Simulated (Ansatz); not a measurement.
**Phonon calculation, with input and output: SiH6O2**

System: SiH6O2.
Method: RKS PBE0-D4/def2-TZVP (Ansatz 0.2.0).

The geometry is the reactant side of a reaction. The reaction was set up to form Si1–O7 and H2–H6 and to break Si1–H2 and H6–O7 (atoms counted from 1 in the order of the input); sticks are drawn by distance alone. The geometry comes from this level: PBE0-D4/def2-TZVP. Figures and captions count atoms from 1; the log counts them from 0 in places.

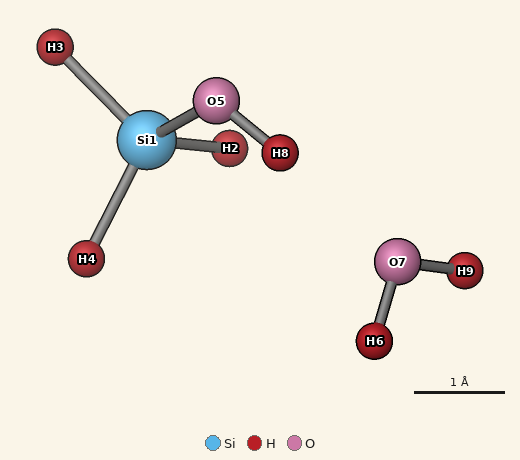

*The structure as given in the input (ball-and-stick view, seen at a tilt; atoms are numbered from 1 in the order of the input).*

**Input**
```yaml
crystal:
  periodic: [false, false, false]
  atoms:
    - {symbol: Si, position_ang: [-1.237648, -0.864789, 0.346574]}
    - {symbol: H, position_ang: [-0.682182, -1.897758, -0.576806]}
    - {symbol: H, position_ang: [-2.705388, -1.048056, 0.450065]}
    - {symbol: H, position_ang: [-0.621965, -1.102460, 1.685424]}
    - {symbol: O, position_ang: [-0.977208, 0.655680, -0.195496]}
    - {symbol: H, position_ang: [2.291056, 1.295535, 0.281199]}
    - {symbol: O, position_ang: [1.744293, 1.266382, -0.507545]}
    - {symbol: H, position_ang: [-0.054086, 0.926556, -0.323532]}
    - {symbol: H, position_ang: [2.243026, 0.769011, -1.160083]}
basis:
  gaussian: {orbitals: def2-TZVP}
hamiltonian: {xc: pbe0, dispersion: d4}
phonons: {temperatures: {t_min: 298.15, t_max: 900, t_step: 200}}
```

**What the program printed**
```
Functional definition: PBE0
  name "PBE0"
  cite "Adamo & Barone, J. Chem. Phys. 110, 6158 (1999) doi:10.1063/1.478522"
  cite "Perdew, Burke & Ernzerhof, Phys. Rev. Lett. 77, 3865 (1996) doi:10.1103/PhysRevLett.77.3865"
  parent pbe
  parameter a = 0.25
  parameter kappa = 0.804
  parameter beta = 0.06672455060314922
  exchange = (1 - a)*pbe_x(kappa = kappa, mu = beta*pi^2/3) + a*exact_x
  correlation = pbe_c(beta = beta)
834 factors; their error is unknown
mean field evaluation 1: about -12057.5445 eV, gradient 6.9e1 eV
mean field evaluation 2: about -12045.8537 eV, gradient 1.1e2 eV
mean field evaluation 4: about -12064.7827 eV, gradient 5.7e0 eV
mean field evaluation 8: about -12064.8295 eV, gradient 1.7e-2 eV
mean field evaluation 16: about -12064.8700 eV, gradient 5.2e-5 eV
mean field -12064.86997788 eV, -443.3757938247 hartree, gradient 5.2e-5 eV, S^2 0.000000; 0 other end points of the search recorded, 0 dependent functions left out
the calculation of the forces begins
reference -12064.87000711 eV, -443.3757948987 hartree; 18, 18 occupied and 117, 117 virtual orbitals, 834 factors
these checks for a lower state are left out or cut short: stability, starts, cluster_reference, orbital_swaps, neighbouring_geometries, increment
834 factors; their error is unknown
mean field -12064.86985285 eV, -443.3757892299 hartree, gradient 2.8e-6 eV, S^2 0.000000; 0 other end points of the search recorded, 0 dependent functions left out
[... from here on the field's lines of each further geometry are left out, up to the last ...]
the calculation of the forces begins
reference -12064.86992320 eV, -443.3757918149 hartree; 18, 18 occupied and 117, 117 virtual orbitals, 834 factors
these checks for a lower state are left out or cut short: stability, starts, cluster_reference, orbital_swaps, neighbouring_geometries, increment
834 factors; their error is unknown
mean field -12064.86988738 eV, -443.3757904988 hartree, gradient 2.7e-6 eV, S^2 0.000000; 0 other end points of the search recorded, 0 dependent functions left out
the calculation of the forces begins
reference -12064.86991662 eV, -443.3757915731 hartree; 18, 18 occupied and 117, 117 virtual orbitals, 834 factors
Total energy: -12064.95442315 eV, -443.3788971308 hartree
Atom 0 at    -1.237648    -0.864789     0.346574 Å, force    -0.000174    -0.000535    -0.000958 eV/Å
Atom 1 at    -0.682182    -1.897758    -0.576806 Å, force     0.000150    -0.000006     0.000058 eV/Å
Atom 2 at    -2.705388    -1.048056     0.450065 Å, force     0.000257     0.000396     0.000668 eV/Å
Atom 3 at    -0.621965    -1.102460     1.685424 Å, force    -0.000172     0.000411    -0.000118 eV/Å
Atom 4 at    -0.977208     0.655680    -0.195496 Å, force     0.000166    -0.000516    -0.000012 eV/Å
Atom 5 at     2.291056     1.295535     0.281199 Å, force    -0.000709    -0.000807    -0.002550 eV/Å
Atom 6 at     1.744293     1.266382    -0.507545 Å, force     0.001339    -0.000283     0.000497 eV/Å
Atom 7 at    -0.054086     0.926556    -0.323532 Å, force    -0.000245     0.000233     0.000135 eV/Å
Atom 8 at     2.243026     0.769011    -1.160083 Å, force    -0.000612     0.001107     0.002280 eV/Å
Dipole moment:     0.826767    -0.076462     0.000835 e Å
Vibrations: 59.16 63.94 68.25 193.64 208.05 224.14 694.59 716.82 748.92 903.42 948.55 956.38 994.36 1035.37 1624.04 2183.31 2193.46 2246.24 3671.07 3849.75 3955.20 cm⁻¹, zero-point energy 1.707179 eV
```

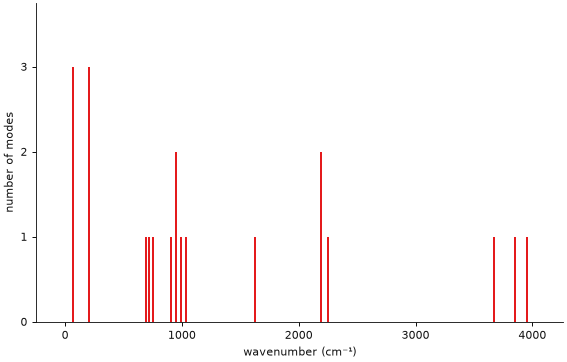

*Harmonic vibrational wavenumbers from the force constants; neighbouring modes closer than 18 cm⁻¹ are counted in one stick.*

21 modes from 59 to 3955 cm⁻¹, none imaginary.

**Results in brief**

```tsv
quantity	value
outcome	converged
total energy	−12064.9544 eV
mean-field energy	−12064.8700 eV
dispersion energy	−0.0844 eV
largest force (length of the vector)	0.003 eV/Å
dipole moment	3.99 D
hardware	2 CPU threads, shared host
wall time	85 s (CPU time 2.4 min)
peak memory	0.25 GiB
```
